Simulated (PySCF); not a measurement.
Vertical excitations of a molecule CH₉ClN₂Si₂ from TDA-PBE/def2-SVPD run with PySCF, as energy in eV (oscillator strength): 4.94 (0.022), 5.27 (0.022), 5.62 (0.050), 5.62 (0.019), 6.01 (0.021), 6.24 (0.006). Lowest triplet (TDA): 4.50 eV. Coordinates come from a r2SCAN-D4/def2-SVP optimisation. Other conformers were not sampled.

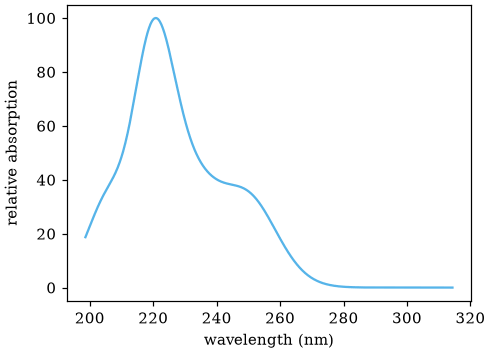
*The lines broadened by 0.4 eV.*

### Question
Identify the compound among the candidates.
(A) N[SiH2]CN[SiH2]Cl
(B) CN[Si@@H](N)[SiH2]Cl
(C) N[SiH2]NC[SiH2]Cl
(D) C[Si@@](N)(Cl)[SiH2]N

### Answer
D, C[Si@@](N)(Cl)[SiH2]N
